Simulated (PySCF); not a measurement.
# One shape, several levels: H3NO (hydroxylamine)

Wanted: a comparison of 6 runs (B2PLYP/STO-3G, B3LYP/STO-3G, M06-2X/STO-3G, QCISD(T)/STO-3G, CISD/STO-3G, CCSD(T)/STO-3G) of H3NO (hydroxylamine). The job is set up through a Python script.

The calculation is run with PySCF 2.14.0.

2 further runs of the same task are left out: 2 set aside as unsound or not needed.

## 1. The molecule

H3NO has 5 atoms, charge 0, and is taken as a singlet. SMILES: `NO`. The O2–H5 distance was set to 1.450 Å, away from the relaxed value. At this shape a bond of the SMILES string is far longer than usual.

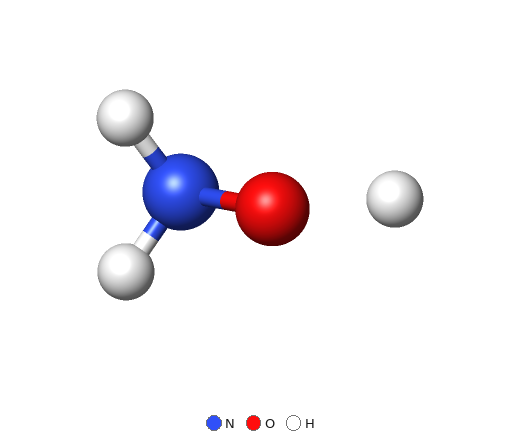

Viewed from a chosen angle; nitrogen blue, oxygen red, hydrogen white.

## 2. A single-point energy at B2PLYP/STO-3G (run 1)

job.py

```python
from pyscf import gto, dft, mp

mol = gto.M(
    atom=[
    ('N', (-0.555832, -0.535615, -0.062327)),
    ('O', (-0.005192, 0.505075, 0.752353)),
    ('H', (-0.538692, -1.375315, 0.515853)),
    ('H', (-1.533612, -0.283485, -0.204027)),
    ('H', (1.125640, 1.012630, 0.000530)),
],
    verbose=3,
    spin=0,
    max_memory=1860,
    basis='sto-3g',
)

mf = dft.RKS(mol, xc='0.53*HF + 0.47*B88, 0.73*LYP')
mf.conv_tol = 1e-10
mf.grids.level = 5
mf.kernel()
if not mf.converged:
    mf = mf.newton().run(mf.mo_coeff, mf.mo_occ)

pt = mp.MP2(mf, frozen=2).run()
etot = mf.e_tot + 0.27 * pt.e_corr
print('PT2 part  %.8f' % (0.27 * pt.e_corr))
print(f'total energy: {etot:.8f} hartree')
```

Started as:

```sh
OMP_NUM_THREADS=1 python job.py
```

Standard output:

```text
converged SCF energy = -129.612957709104
E(RMP2) = -129.765436142941  E_corr = -0.152478433837104
E(SCS-RMP2) = -129.783885928604  E_corr = -0.170928219500193
PT2 part  -0.04116918
total energy: -129.65412689 hartree
```

It took 4.5 s on 1 thread of Intel Xeon Platinum 8375C at 2.90GHz (Ice Lake), shared host; peak memory 0.17 GiB.

## 3. A single-point energy at B3LYP/STO-3G (run 2)

mol.xyz

```xyz
5

N     -0.555832    -0.535615    -0.062327
O     -0.005192     0.505075     0.752353
H     -0.538692    -1.375315     0.515853
H     -1.533612    -0.283485    -0.204027
H      1.125640     1.012630     0.000530
```

calc.py

```python
from pyscf import gto, dft

mol = gto.M(
    atom='mol.xyz',
    basis='sto-3g',
    max_memory=1860,
    verbose=3,
    charge=0,
)

ks = dft.RKS(mol)
ks.xc = 'b3lyp'
ks.conv_tol = 1e-10
ks.grids.level = 5
ks.kernel()
if not ks.converged:
    ks = ks.newton().run(ks.mo_coeff, ks.mo_occ)

energy = ks.e_tot
print(f'total energy: {energy:.8f} hartree')
```

Started as:

```sh
OMP_NUM_THREADS=1 python calc.py
```

Standard output:

```text
converged SCF energy = -129.845552406835
total energy: -129.84555241 hartree
```

It took 4.2 s on 1 thread of Intel Xeon Platinum 8375C at 2.90GHz (Ice Lake), shared host; peak memory 0.17 GiB.

Run 3 isn't shown in full; the table further down has it.

## 4. A single-point energy at QCISD(T)/STO-3G (run 4)

start.xyz

```xyz
5
H3NO
N     -0.555832    -0.535615    -0.062327
O     -0.005192     0.505075     0.752353
H     -0.538692    -1.375315     0.515853
H     -1.533612    -0.283485    -0.204027
H      1.125640     1.012630     0.000530
```

calc.py

```python
from pyscf import gto, cc

system = gto.M(
    atom='start.xyz',
    max_memory=1860,
    spin=0,
    charge=0,
    verbose=3,
    basis='sto-3g',
)

mf = system.RHF()
mf.conv_tol = 1e-10
mf.kernel()
if not mf.converged:
    mf = mf.newton().run(mf.mo_coeff, mf.mo_occ)

mycc = cc.QCISD(mf, frozen=2)
mycc.kernel()
e_t = mycc.qcisd_t()
energy = mycc.e_tot + e_t
print('E = %.10f Eh' % energy)
```

Started as:

```sh
OMP_NUM_THREADS=1 python calc.py
```

Standard output:

```text
converged SCF energy = -129.151105118822
E(QCISD) = -129.3143098871026  E_corr = -0.1632047682807911
QCISD(T) correction = -0.0011645016635737
E = -129.3154743888 Eh
```

Run time: 0.89 s. Hardware: 1 thread of Intel Xeon Platinum 8375C at 2.90GHz (Ice Lake), shared host; peak memory 0.12 GiB.

Run 5 isn't shown in full; the table further down has it.

## 5. A single-point energy at CCSD(T)/STO-3G (run 6)

geometry.xyz

```xyz
5

N     -0.555832    -0.535615    -0.062327
O     -0.005192     0.505075     0.752353
H     -0.538692    -1.375315     0.515853
H     -1.533612    -0.283485    -0.204027
H      1.125640     1.012630     0.000530
```

run.py

```python
from pyscf import gto, cc

mol = gto.M(
    atom='geometry.xyz',
    verbose=3,
    basis='sto-3g',
    max_memory=1860,
    charge=0,
)

mf = mol.RHF()
mf.conv_tol = 1e-10
mf.kernel()
if not mf.converged:
    mf = mf.newton().run(mf.mo_coeff, mf.mo_occ)

mycc = cc.CCSD(mf, frozen=2)
mycc.kernel()
e_t = mycc.ccsd_t()
energy = mycc.e_tot + e_t
print('Final energy', energy)
```

Started as:

```sh
OMP_NUM_THREADS=1 python run.py
```

Standard output:

```text
converged SCF energy = -129.151105118822
E(CCSD) = -129.3141281457175  E_corr = -0.1630230268956811
CCSD(T) correction = -0.00127422587141913
Final energy -129.31540237158887
```

Run time: 0.83 s. Hardware: 1 thread of Intel Xeon Platinum 8375C at 2.90GHz (Ice Lake), shared host; peak memory 0.12 GiB.

## 6. The series

| run | level | frozen core orbitals | integration grid | energy (Eh) | dipole moment (D) of the reference | HOMO energy (eV) | LUMO energy (eV) | wall time |
| --- | --- | --- | --- | --- | --- | --- | --- | --- |
| 1 | B2PLYP/STO-3G | 2 | 5 | -129.654127 | 0.88 | -5.77 | 4.67 | 4.5 s |
| 2 | B3LYP/STO-3G | – | 5 | -129.845552 | 1.02 | -3.90 | 2.51 | 4.2 s |
| 3 | M06-2X/STO-3G | – | 5 | -129.832567 | 0.87 | -5.67 | 4.24 | 5.7 s |
| 4 | QCISD(T)/STO-3G | 2 | – | -129.315474 | 0.75 | -8.36 | 7.92 | 0.89 s |
| 5 | CISD/STO-3G | 2 | – | -129.302876 | 0.75 | -8.36 | 7.92 | 0.64 s |
| 6 | CCSD(T)/STO-3G | 2 | – | -129.315402 | 0.75 | -8.36 | 7.92 | 0.83 s |

## 7. Results

| quantity | value |
| --- | --- |
| run 6: total energy | -129.31540 Eh |
| run 6: dipole moment (Hartree–Fock density) | 0.75 D |
| run 6: HOMO energy (Hartree–Fock orbitals) | -8.36 eV |
| run 6: LUMO energy (Hartree–Fock orbitals) | 7.92 eV |
| run 6: HOMO–LUMO gap (Hartree–Fock orbitals) | 16.28 eV |
| run 6: correlation energy (2 core orbitals frozen) | -164.3 mEh |
| run 6: (T) correction | -1.27 mEh |
| run 6: T1 diagnostic | 0.013 |

Over runs 1, 2, 3 the dipole moment (its size) runs from 0.87 D (M06-2X/STO-3G) to 1.02 D (B3LYP/STO-3G). Over runs 1, 2, 3 the HOMO–LUMO gap runs from 6.41 eV (B3LYP/STO-3G) to 10.44 eV (B2PLYP/STO-3G). A double hybrid's value is that of its SCF part. Totals of different functionals can't be ranked against each other. In runs 1, 2, 3, 4, 5, 6 the basis is minimal, so the values are rough. All runs together took 17 s, the longest 5.7 s.
